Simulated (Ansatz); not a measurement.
## Electronic structure of CH6Ge···HCl in real space

Input

```
crystal:
  periodic: [false, false, false]
  atoms:
    - { symbol: Ge, position_ang: [-0.460368, -0.015379, -1.06806] }
    - { symbol: C, position_ang: [0.217819, -0.927175, 0.530386] }
    - { symbol: H, position_ang: [-1.86722, 0.548258, -0.80953] }
    - { symbol: H, position_ang: [0.479066, 1.119187, -1.509945] }
    - { symbol: H, position_ang: [-0.542528, -1.040623, -2.218508] }
    - { symbol: H, position_ang: [0.844438, 1.259904, 1.206767] }
    - { symbol: Cl, position_ang: [0.300131, 2.44226, 1.341748] }
    - { symbol: H, position_ang: [-0.169609, -1.956398, 0.546648] }
    - { symbol: H, position_ang: [1.316898, -0.990064, 0.523533] }
    - { symbol: H, position_ang: [-0.118626, -0.43997, 1.457061] }
basis:
  gaussian: { orbitals: def2-SVP }
hamiltonian:
  xc: pbe0
  dispersion: d4
relax:
  f_tol: 0.03
  max_steps: 50
output:
  orbitals: {}
```

Launched as:

```sh
ansatz run input.yaml --threads 2 --pin off --max-ram 3072MiB --backend cpu --events-out ev --progress --plain --runs-dir out
```

The fields are those of the relaxed geometry.

Computed with RKS PBE0-D4/def2-SVP (Ansatz).

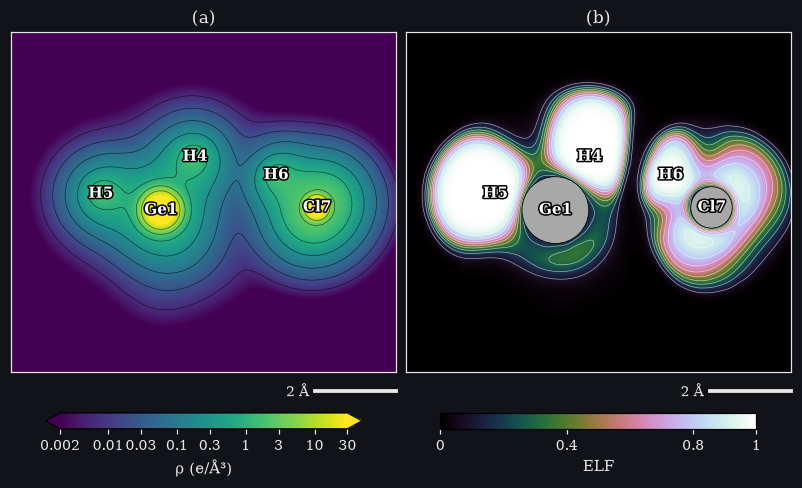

Figure 1. (a) electron density; (b) ELF on the plane of atoms H4, Ge1 and H5. Grey discs cover the atomic cores in the ELF map.

**What does the map show?**

- The plane passes through Ge, H and Cl nuclei.
- Ge1···H6 (2.95 Å): the density falls to about 0.06 e/Å³ on the way; the ELF dips to about 0.05 between them.
- Cl–H (1.29 Å): the density is about 1.9 e/Å³ at the midpoint; the ELF climbs to about 1 towards the hydrogen, as it does in any bond to H.
- Ge–H (1.55 Å): ρ is about 0.99 e/Å³ halfway; the ELF climbs to about 1 towards the hydrogen.
- The ELF also peaks beside Cl7, away from the bonds: lone-pair regions.

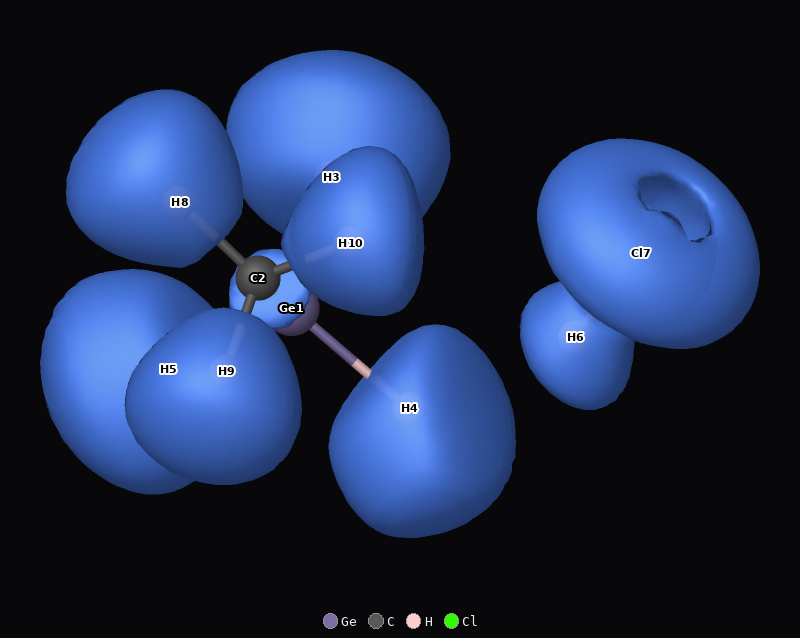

Figure 2. Isosurface of the ELF at 0.85 (blue), seen from one side. Only the valence region is drawn (cores and ρ < 0.01 e/Å³ removed).

**Describe the localisation domains.**

The surface consists of seven regions around hydrogen nuclei, one lobe of the valence shell of C pointing towards Ge (polar bonds) and one ring or bowl of non-bonding electrons around Cl. Along the contacts the grid gives the following. C–Ge (1.95 Å): the ELF peaks at about 0.90 in the valence shell of C, 0.7 Å from its nucleus, and is about 0.70 at the midpoint.

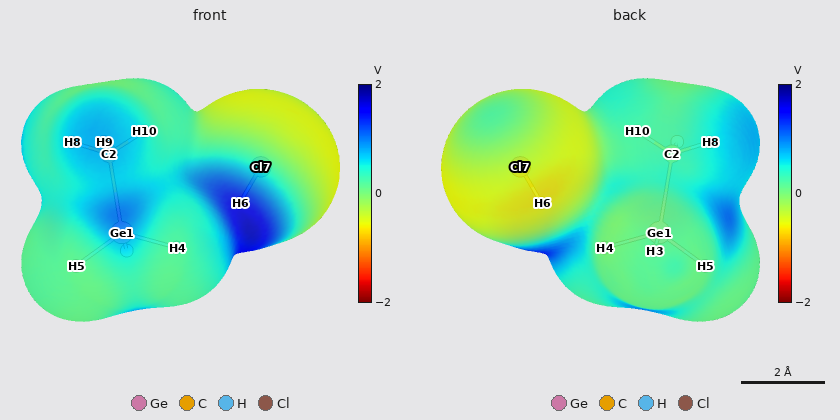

Figure 3. The molecular electrostatic potential painted on the density surface at 0.002 e/bohr³, seen from the front and from behind; the colour scale runs from red (negative) to blue (positive).

**Which sites attract a positive test charge, and which a negative one?**

A positive charge is drawn to the negative regions and a negative charge to the positive ones. The most negative region (about −0.6 V) lies over Cl7, the most positive (about +1.6 V) over H6. Cl7 shows a σ-hole: about +0.3 V at the tip opposite its bond, against about −0.4 V on its flanks.
